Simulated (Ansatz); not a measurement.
# Lattice dynamics of CsIn (built on the sites of a database entry of NaB)

How does CsIn (built on the sites of a database entry of NaB) vibrate, and is this structure a minimum?

Calculated with Ansatz 0.2.0; DFT PBEsol, scalar-relativistic, plane waves, PAW.

The structure was built from a prototype and need not be the compound's stable phase.

## (1) Starting point

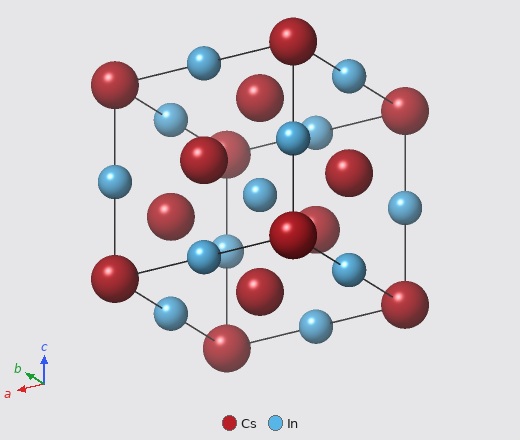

The cell as given, from a free direction (caesium red, indium blue). This picture shows the conventional cell, with its axes. Some periodic images of atoms are drawn too.

## (2) Bringing the structure to rest

The cell and atoms are relaxed, since residual forces and stress would shift the frequencies.

File input.yaml:

```yaml
crystal:
  lattice:
    - [0.0, 3.70947, 3.70947]
    - [3.70947, 0.0, 3.70947]
    - [3.70947, 3.70947, 0.0]
  atoms:
    - { symbol: Cs, position: [0.0, 0.0, 0.0] }
    - { symbol: In, position: [0.5, 0.5, 0.5] }
kpoints:
  mp_grid: { grid: [8, 8, 8] }
hamiltonian:
  xc: pbesol
scf:
  occupations: { method: gaussian, width: 0.1 }
output:
  forces: true
  stress: true
  eigenvalues: true
relax:
  adjacent_minimum: "off"
  f_tol: 0.005
  max_steps: 80
  cell: { stress_tol: 0.05 }
```

The run is started by

```bash
> ansatz run input.yaml --threads 4 --pin off --max-ram 7168MiB --backend cpu --events-out ev --progress --plain --runs-dir out
```

Numbers of over 12 decimals in the logs are rounded to 6 here.

Log:

```text
Engine: ansatz 0.2.0, aarch64-unknown-linux-gnu
Pseudopotentials: kind: paw
Pseudopotential: Cs, paw, valence charge 9, recommended cutoff 420 eV (normal), Cs.paw.azcp
Pseudopotential: In, paw, valence charge 13, recommended cutoff 420 eV (normal), In.paw.azcp
Functional definition: PBEsol
  exchange = pbesol_x
  correlation = pbesol_c
Crystal: 2 atoms, lattice volume = 102.086 Å³
Basis set: ecut = 420 eV, 1989 PW (Γ), exchange–correlation on 72×72×72 points (8 copies of the dense FFT grid, shifted against one another)
Bands: 15, of which v1, the nominal top of the filled ones, is band 11 counted from 1 (10 counted from 0)
Symmetry: 48 space group operations
Space group: Fm-3m (ITA 225), of the structure as read, at distance tolerance 4.7e-5 Å
k-points: 29 of 512
Non-local potential: Cs, projectors of the file, l = 0: 3, l = 1: 2, l = 2: 2, l = 3: 2
Non-local potential: In, projectors of the file, l = 0: 2, l = 1: 2, l = 2: 2, l = 3: 2
PAW form: soft (Blöchl's): semilocal exchange-correlation on the pseudo side does not see the compensation charge
PAW frozen core: Cs, regenerated for the run's functional, and the local potential with it (the file was generated under x = pbe(κ = 0.804, μ = 0.219515), c = pbe(β = 0.066725))
PAW frozen core: In, regenerated for the run's functional, and the local potential with it (the file was generated under x = pbe(κ = 0.804, μ = 0.219515), c = pbe(β = 0.066725))
PAW one-centre angular grid: Cs, 194 points (default); XC on 64 Gauss nodes
PAW one-centre angular grid: In, 590 points (default); XC on 64 Gauss nodes
Initial density: superposition of atomic densities (neutral atoms: chi_scale 0, normalization atom), corrected by the library's trained network
Initial wavefunctions: pseudopotential atomic-orbital guess
Functional: x = pbesol(κ = 0.804, μ = 0.123457), c = pbesol(β = 0.046)
SCF iter   1: F=—  HF=-11110.287876 eV  |F-HF|=—  |Δ(HF+E_count)|=         —  Δρ=2.93e-3  dr2=1.23e-2  ethr=1.77e-3  ⟨swp⟩=6.5  Hψ=2468  notcnv=0
preconditioner: auto → none  [insulator: Δε(μ)=0.104 eV  Ē_g=12.909 eV  σ=0.100 eV  W_gap=0.54  n_scr=14 (ndim 8)  ℏωp=16.4 eV  f_vac=0.000  D(μ)=2.17/eV (n_scr^D=14)  ε∞_Penn≈2.6]
SCF iter   2: F=—  HF=-11110.284583 eV  |F-HF|=—  |Δ(HF+E_count)|=   3.29e-3  Δρ=8.67e-4  dr2=9.48e-4  ethr=5.58e-5  ⟨swp⟩=2.0  Hψ=973  notcnv=0  defer=1
SCF iter   3: F=—  HF=-11110.284878 eV  |F-HF|=—  |Δ(HF+E_count)|=   2.95e-4  Δρ=3.97e-4  dr2=1.48e-4  ethr=4.31e-6  ⟨swp⟩=2.2  Hψ=682  notcnv=0  defer=1
SCF iter   4: F=—  HF=-11110.284950 eV  |F-HF|=—  |Δ(HF+E_count)|=   7.23e-5  Δρ=4.00e-5  dr2=1.33e-6  ethr=6.72e-7  ⟨swp⟩=2.1  Hψ=512  notcnv=0  defer=1
SCF iter   5: F=—  HF=-11110.284950 eV  |F-HF|=—  |Δ(HF+E_count)|=   5.37e-9  Δρ=4.81e-6  dr2=1.44e-8  ethr=6.03e-9  ⟨swp⟩=2.0  Hψ=741  notcnv=0  defer=1
SCF iter   6: F=-11110.284950 eV  HF=-11110.284950 eV  |F-HF|=4.31e-10  |Δ(HF+E_count)|=   1.42e-8  Δρ=1.16e-6  dr2=7.68e-10  ethr=6.55e-11  ⟨swp⟩=3.9  Hψ=2155  notcnv=0
SCF 1 converged in 6 iterations: F = -11110.284950 eV  dr2 = 7.68e-10
  greatest PAW one-centre occupation: 0.982 electrons in one spin orbital (limit 2), on the In atom at site 1 (counted from 0), in its partial waves of l = 2
relax step   1: F+E_penalty+E_count = -11110.28495044 eV  Δ(F+E_penalty+E_count) = +0.000e0 eV  max|allowed force component| = 5.105e-29 eV/Å  Δτ_max = 0.0000 Å  P = +1.173 GPa  Ω = 102.086 Å³  (6 SCF iters, dr2 threshold 1.00e-7 eV, accepted)
Crystal: 2 atoms, lattice volume = 106.252 Å³
Basis set: ecut = 420 eV, 2085 PW (Γ), exchange–correlation on 72×72×72 points (8 copies of the dense FFT grid, shifted against one another)
Initial density: handed on by an earlier stage of this run
Initial wavefunctions: those handed on with the density
iter 1 solved again at ethr=3.10e-6 eV; its pass at ethr=3.10e-3 eV (dr2=6.81e-4 eV) is discarded
SCF iter   1: F=—  HF=-11110.309583 eV  |F-HF|=—  |Δ(HF+E_count)|=         —  Δρ=5.80e-4  dr2=7.32e-4  ethr=3.10e-6  ⟨swp⟩=2.0  Hψ=3353  notcnv=0
preconditioner: auto → none  [insulator: Δε(μ)=0.109 eV  Ē_g=13.002 eV  σ=0.100 eV  W_gap=0.55  n_scr=14 (ndim 8)  ℏωp=16.1 eV  f_vac=0.000  D(μ)=2.04/eV (n_scr^D=14)  ε∞_Penn≈2.5]
SCF iter   2: F=—  HF=-11110.309271 eV  |F-HF|=—  |Δ(HF+E_count)|=   3.13e-4  Δρ=2.22e-4  dr2=2.65e-5  ethr=3.10e-6  ⟨swp⟩=2.0  Hψ=725  notcnv=0
SCF iter   3: F=—  HF=-11110.309262 eV  |F-HF|=—  |Δ(HF+E_count)|=   8.77e-6  Δρ=6.96e-5  dr2=3.79e-6  ethr=1.21e-7  ⟨swp⟩=2.6  Hψ=780  notcnv=0
SCF iter   4: F=-11110.309261 eV  HF=-11110.309261 eV  |F-HF|=3.63e-8  |Δ(HF+E_count)|=   6.79e-7  Δρ=1.05e-5  dr2=1.06e-7  ethr=9.09e-10  ⟨swp⟩=4.8  Hψ=2593  notcnv=0
SCF 2 converged in 4 iterations: F = -11110.309261 eV  dr2 = 1.06e-7
relax step   2: F+E_penalty+E_count = -11110.30926134 eV  Δ(F+E_penalty+E_count) = -2.431e-2 eV  max|allowed force component| = 2.123e-29 eV/Å  Δτ_max = 0.0000 Å  P = +0.728 GPa  Ω = 106.252 Å³  energy of the carried Pulay correction = -2.147e-4 eV  (4 SCF iters, dr2 threshold 2.00e-7 eV, accepted)
Crystal: 2 atoms, lattice volume = 113.832 Å³
Basis set: ecut = 420 eV, 2229 PW (Γ), exchange–correlation on 72×72×72 points (8 copies of the dense FFT grid, shifted against one another)
iter 1 solved again at ethr=8.04e-6 eV; its pass at ethr=3.10e-3 eV (dr2=1.77e-3 eV) is discarded
SCF iter   1: F=—  HF=-11110.328938 eV  |F-HF|=—  |Δ(HF+E_count)|=         —  Δρ=9.61e-4  dr2=2.38e-3  ethr=8.04e-6  ⟨swp⟩=2.0  Hψ=3362  notcnv=0
preconditioner: auto → Kerker (q_TF=auto, 2.075 Å⁻¹)  [metal: Δε(μ)=0.064 eV  Ē_g=12.972 eV  σ=0.100 eV  W_gap=0.35  n_scr=14 (ndim 8)  ℏωp=15.6 eV  f_vac=0.000  D(μ)=1.98/eV (n_scr^D=14)]
SCF iter   2: F=—  HF=-11110.328239 eV  |F-HF|=—  |Δ(HF+E_count)|=   6.99e-4  Δρ=5.16e-4  dr2=7.68e-4  ethr=8.04e-6  ⟨swp⟩=2.0  Hψ=717  notcnv=0
SCF iter   3: F=—  HF=-11110.327922 eV  |F-HF|=—  |Δ(HF+E_count)|=   3.17e-4  Δρ=1.49e-4  dr2=8.66e-5  ethr=3.49e-6  ⟨swp⟩=2.1  Hψ=511  notcnv=0
SCF iter   4: F=—  HF=-11110.327891 eV  |F-HF|=—  |Δ(HF+E_count)|=   3.09e-5  Δρ=4.27e-5  dr2=3.32e-6  ethr=3.93e-7  ⟨swp⟩=2.1  Hψ=721  notcnv=0
SCF iter   5: F=—  HF=-11110.327891 eV  |F-HF|=—  |Δ(HF+E_count)|=   3.22e-8  Δρ=1.82e-5  dr2=3.19e-7  ethr=1.51e-8  ⟨swp⟩=2.0  Hψ=721  notcnv=0
SCF iter   6: F=-11110.327891 eV  HF=-11110.327891 eV  |F-HF|=1.01e-8  |Δ(HF+E_count)|=   1.55e-8  Δρ=2.66e-6  dr2=8.03e-9  ethr=9.09e-10  ⟨swp⟩=6.2  Hψ=2278  notcnv=0
SCF 3 converged in 6 iterations: F = -11110.327891 eV  dr2 = 8.03e-9
relax step   3: F+E_penalty+E_count = -11110.32789141 eV  Δ(F+E_penalty+E_count) = -1.863e-2 eV  max|allowed force component| = 1.273e-28 eV/Å  Δτ_max = 0.0000 Å  P = +0.112 GPa  Ω = 113.832 Å³  energy of the carried Pulay correction = -5.783e-4 eV  (6 SCF iters, dr2 threshold 2.00e-7 eV, accepted)
[...]
relax step   4: F+E_penalty+E_count = -11110.32840777 eV  Δ(F+E_penalty+E_count) = -5.164e-4 eV  max|allowed force component| = 3.616e-29 eV/Å  Δτ_max = 0.0000 Å  P = +0.014 GPa  Ω = 115.328 Å³  energy of the carried Pulay correction = -6.463e-4 eV  (5 SCF iters, dr2 threshold 3.13e-8 eV, accepted)
Basis set: ecut = 420 eV, 2229 PW (Γ), exchange–correlation on 80×80×80 points (8 copies of the dense FFT grid, shifted against one another)
Initial wavefunctions: pseudopotential atomic-orbital guess (no wavefunctions were taken with the density)
iter 1 solved again at ethr=9.52e-7 eV; its pass at ethr=3.10e-3 eV (dr2=2.09e-4 eV) is discarded
SCF iter   1: F=—  HF=-11110.328939 eV  |F-HF|=—  |Δ(HF+E_count)|=         —  Δρ=8.93e-5  dr2=1.79e-6  ethr=9.52e-7  ⟨swp⟩=3.2  Hψ=3783  notcnv=0
preconditioner: auto → Kerker (q_TF=auto, 2.070 Å⁻¹)  [metal: Δε(μ)=0.052 eV  Ē_g=12.913 eV  σ=0.100 eV  W_gap=0.29  n_scr=14 (ndim 8)  ℏωp=15.5 eV  f_vac=0.000  D(μ)=1.98/eV (n_scr^D=14)]
SCF iter   2: F=—  HF=-11110.328939 eV  |F-HF|=—  |Δ(HF+E_count)|=   9.08e-8  Δρ=4.06e-5  dr2=3.44e-7  ethr=8.13e-9  ⟨swp⟩=2.3  Hψ=633  notcnv=0
SCF iter   3: F=—  HF=-11110.328939 eV  |F-HF|=—  |Δ(HF+E_count)|=   2.82e-7  Δρ=1.05e-5  dr2=3.93e-8  ethr=1.56e-9  ⟨swp⟩=2.9  Hψ=726  notcnv=0
SCF iter   4: F=—  HF=-11110.328939 eV  |F-HF|=—  |Δ(HF+E_count)|=   1.19e-8  Δρ=4.94e-7  dr2=3.09e-10  ethr=1.79e-10  ⟨swp⟩=3.0  Hψ=655  notcnv=0
SCF iter   5: F=—  HF=-11110.328939 eV  |F-HF|=—  |Δ(HF+E_count)|=  4.37e-11  Δρ=1.38e-7  dr2=2.92e-11  ethr=1.00e-12  ⟨swp⟩=7.7  Hψ=2434  notcnv=0
SCF iter   6: F=-11110.328939 eV  HF=-11110.328939 eV  |F-HF|=9.09e-12  |Δ(HF+E_count)|=  1.46e-11  Δρ=3.51e-8  dr2=2.22e-12  ethr=1.00e-12  ⟨swp⟩=5.9  Hψ=1816  notcnv=0
SCF 5 converged in 6 iterations: F = -11110.328939 eV  dr2 = 2.22e-12
relax step   5: F+E_penalty+E_count = -11110.32893908 eV  Δ(F+E_penalty+E_count) = -5.313e-4 eV  max|allowed force component| = 2.763e-29 eV/Å  Δτ_max = 0.0000 Å  P = +0.011 GPa  Ω = 115.328 Å³  stress off target by 1.14e-2 GPa  SCF on the basis re-selected at this cell (its energy is not comparable with the rows above)  (6 SCF iters)
basis re-selected at this cell: Δ(F+E_penalty+E_count) = -5.313e-4 eV, ΔP = -0.003 GPa vs the last step (what re-selecting the basis moved, of the pressure what is left beyond the Pulay correction that the steps carried, after the strain that the cell walked since its last selection, with what the two solves' SCF thresholds leave and, on support functions, any second-order correction that the steps lacked; it is no measure of the basis error at this ecutwfc). The dense FFT grid was sized anew with the basis: this SCF ran on 40×40×40 points, the steps before it on 36×36×36, so part of this shift can come from that change (see relax.cell in the input reference). [rest of the remark cut]
SCF converged after 6 iterations
Free energy (F): -11110.328939 eV
Harris-Foulkes:  -11110.328939 eV  (|F-HF|=9.09e-12)
Internal energy: -11110.319028 eV  (E = F + TS)
E sigma→0 (E₀):  -11110.323983 eV
Entropy (-TS):   -0.009911 eV (-4.956 meV/atom)
Fermi energy:    4.278509 eV
--- Per-component energies (eV) ---
  E_band       = -170.809156
  E_kinetic    = 381.602399
  E_local      = -1864.264045  (includes V_loc(G=0)·N_el)
  E_nonlocal   = 398.165331
  E_hartree    = 727.745711
  E_xc         = -385.077985
  E_vxc        = -224.179510  (∫ρ·V_xc dr)
  E_paw        = -9063.218744  (= ΣΔE_a)
  E_vpaw       = -317.624735  (= ΣTr[D̂ρ^β])
  E_aug_tail   = 0.000024  (compensation charges beyond the density's cutoff)
  E_ewald      = -1305.651781
  E_core_change = 0.380063  (= ΣΔE_core)
  E_smearing   = -0.009911  (= −TS)
  E_closure    = 0.000000  (closes the sum)
  Σ components = -11110.328939   (vs F -11110.328939, Δ=0.00e0)
--- Forces (eV/Å), atoms counted from 1 ---
  atom   1  Cs    -0.00000000     0.00000000     0.00000000
  atom   2  In     0.00000000     0.00000000    -0.00000000
  max |Σ_I F_I| component: 5.41e-29 eV/Å
--- Stress (GPa, compression-positive) ---
        0.011425       0.000000       0.000000
        0.000000       0.011425      -0.000000
        0.000000      -0.000000       0.011425
  P = ⅓ Tr σ = 0.0114 GPa (0.114 kbar)
--- Band table (eV; the first three rows and the last of 29) ---
  k-point 0: bands = [... 7 lower, -5.2102, -5.2102, -1.3756, 5.8450, 5.8450, 5.8450, 7.0040, 7.0040]
  k-point 1: bands = [... 7 lower, -5.2105, -5.2105, -1.2578, 5.0452, 5.5238, 5.5238, 6.9659, 7.2044]
  k-point 2: bands = [... 7 lower, -5.2112, -5.2112, -0.9590, 4.0208, 5.0326, 5.0326, 6.9815, 7.6680]
  k-point 28: bands = [... 7 lower, -5.3355, -5.2949, -0.7059, 4.2578, 4.3097, 4.3097, 7.6890, 7.6890]
--- Relaxed structure (4 steps of the walk, 4 accepted, 1 SCFs on fresh bases) ---
  F+E_penalty+E_count = -11110.32893908 eV   max|allowed force component| = 2.763e-29 eV/Å   (the final SCF, on the basis selected at the relaxed cell)
  cell:  # Å, volume = 115.3283 Å³
    - [0, 3.863390, 3.863390]
    - [3.863390, 0, 3.863390]
    - [3.863390, 3.863390, 0]
  atoms:
    - { symbol: Cs, position: [0, 0, 0] }
    - { symbol: In, position: [0.5, 0.5, 0.5] }
```

The job ended after 3.7 s (4 threads of Arm Neoverse V2, shared host; peak memory 0.45 GiB).

Step by step:

| step | energy less that of the first step (eV) | largest force component (eV/Å) | pressure (GPa) | volume (Å³) |
| --- | --- | --- | --- | --- |
| 1 | 0.0000 | 0.0000 | 1.17 | 102.09 |
| 2 | -0.0243 | 0.0000 | 0.73 | 106.25 |
| 3 | -0.0429 | 0.0000 | 0.11 | 113.83 |
| 4 | -0.0435 | 0.0000 | 0.01 | 115.33 |
| 5* | -0.0440 | 0.0000 | 0.01 | 115.33 |

Relaxation steps marked * repeat the geometry before them on a plane-wave basis chosen anew for their cell, so energy and pressure can jump there.

The run keeps the 48 symmetry operations that it works with, so distortions that break them were not tested.

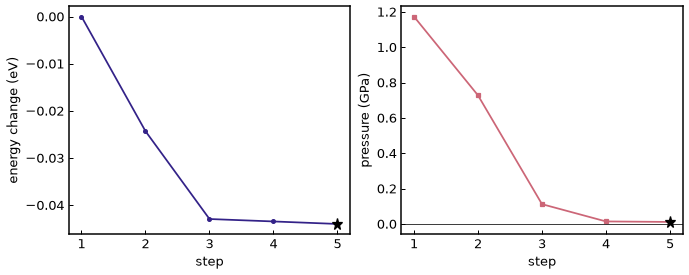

Energy and pressure along the relaxation. Stars mark steps on a basis chosen anew.

| conventional cell, symmetrised | before | after | change |
| --- | --- | --- | --- |
| a (Å) | 7.419 | 7.727 | +4.1 % |
| b (Å) | 7.419 | 7.727 | +4.1 % |
| c (Å) | 7.419 | 7.727 | +4.1 % |
| volume (Å³/atom) | 51.04 | 57.66 | +13.0 % |

The relaxed structure:

```
Cs In
1.0
     0.00000    3.86339    3.86339
     3.86339    0.00000    3.86339
     3.86339    3.86339    0.00000
Cs In
1 1
Direct
  0.00000 0.00000 0.00000
  0.50000 0.50000 0.50000
```

Numbers from this step:

```yaml
pressure: 0.01143 GPa
volume_per_atom: 57.66 Å³
gap_on_the_k_mesh: 0 eV
```

In this step the volume went from 51.04 to 57.66 Å³/atom.

## (3) Bringing the structure to rest

The relaxation is repeated from its end on the same settings, as a check that it has come to rest.

input.yaml, the sections that differ from step 2:

```yaml
crystal:
  lattice:
    - [0.0, 3.8633904789, 3.8633904789]
    - [3.8633904789, 0.0, 3.8633904789]
    - [3.8633904789, 3.8633904789, 0.0]
  atoms:
    - { symbol: Cs, position: [0.0, 0.0, 0.0] }
    - { symbol: In, position: [0.5, 0.5, 0.5] }
output:
  forces: true
  stress: true
  eigenvalues: true
  write_density: true
  write_potential: true
  elf: true
  volumetric_format: npy
# kpoints, hamiltonian, scf, relax: as in step 2
```

Log:

```text
[...]
Crystal: 2 atoms, lattice volume = 115.328 Å³
Basis set: ecut = 420 eV, 2229 PW (Γ), exchange–correlation on 80×80×80 points (8 copies of the dense FFT grid, shifted against one another)
Bands: 15, of which v1, the nominal top of the filled ones, is band 11 counted from 1 (10 counted from 0)
Symmetry: 48 space group operations
[...]
k-points: 29 of 512
[...]
k-point 28: bands = [... 7 lower, -5.3355, -5.2949, -0.7059, 4.2578, 4.3097, 4.3097, 7.6890, 7.6890]
--- Relaxed structure (1 steps of the walk, 1 accepted, 1 SCFs on fresh bases) ---
[...]
cell:  # Å, volume = 115.3283 Å³
    - [0.0, 3.8633904789, 3.8633904789]
    - [3.8633904789, 0.0, 3.8633904789]
    - [3.8633904789, 3.8633904789, 0.0]
  atoms:
    - { symbol: Cs, position: [0.0, 0.0, 0.0] }
    - { symbol: In, position: [0.5, 0.5, 0.5] }
[key lines of the parts left out:]
SCF converged after 6 iterations
Free energy (F): -11110.328939 eV
Fermi energy:    4.278511 eV
P = ⅓ Tr σ = 0.0114 GPa (0.114 kbar)
```

Elapsed: 1.9 s, on 4 threads; peak memory 0.45 GiB; 6.6 s of CPU time.

Little changed from the start: no atom moved by 0.005 Å and no cell edge by 0.1 %.

This step gave:

| Item | Value |
| --- | --- |
| pressure | 0.01142 GPa |

In this step the volume went from 57.66 to 57.66 Å³/atom.

## (4) Relaxing to small forces for the phonons

Phonons need a cell at rest on their own settings, so the relaxation is repeated with tight tolerances on forces and stress on the k mesh and occupations of the first response run.

input.yaml, the sections that differ from step 3:

```yaml
scf:
  occupations: { method: methfessel_paxton, width: 0.15 }
output:
  forces: true
  stress: true
  eigenvalues: true
relax:
  adjacent_minimum: "off"
  f_tol: 0.001
  max_steps: 60
  cell: { stress_tol: 0.01 }
# crystal, kpoints, hamiltonian: as in step 3
```

Log:

```text
[...]
Crystal: 2 atoms, lattice volume = 115.328 Å³
Basis set: ecut = 420 eV, 2229 PW (Γ), exchange–correlation on 80×80×80 points (8 copies of the dense FFT grid, shifted against one another)
Bands: 15, of which v1, the nominal top of the filled ones, is band 11 counted from 1 (10 counted from 0)
Symmetry: 48 space group operations
[...]
k-points: 29 of 512
[...]
k-point 28: bands = [... 7 lower, -5.3520, -5.3117, -0.7228, 4.2418, 4.2923, 4.2923, 7.6700, 7.6700]
--- Relaxed structure (3 steps of the walk, 3 accepted, 1 SCFs on fresh bases) ---
[...]
cell:  # Å, volume = 115.5939 Å³
    - [0, 3.866354, 3.866354]
    - [3.866354, 0, 3.866354]
    - [3.866354, 3.866354, 0]
  atoms:
    - { symbol: Cs, position: [0, 0, 0] }
    - { symbol: In, position: [0.5, 0.5, 0.5] }
[key lines of the parts left out:]
SCF converged after 7 iterations
Free energy (F): -11110.323278 eV
Fermi energy:    4.267379 eV
P = ⅓ Tr σ = 0.0000 GPa (0.000 kbar)
```

Elapsed: 3.2 s, on 4 threads; peak memory 0.46 GiB; 11 s of CPU time.

Little changed from the start: no atom moved by 0.005 Å and no cell edge by 0.1 %.

This step gave:

```
pressure        : 4.12e-5 GPa
volume per atom : 57.80 Å³
```

The forces vanish by symmetry and the pressure is 0.000 GPa, within the tolerances set. The cell now holds 57.80 Å³/atom.

(Continued in part 2 of 2.)

[Logs are printed without paths, hosts, clocks, repeated set-up lines and the standing remarks that a program may print on its own settings, such as how far it seeks lower states.]

[Hosts, paths, dates, database ids (printed as entryN), source tags and the programs' standing remarks are cut or masked in the printed files.]
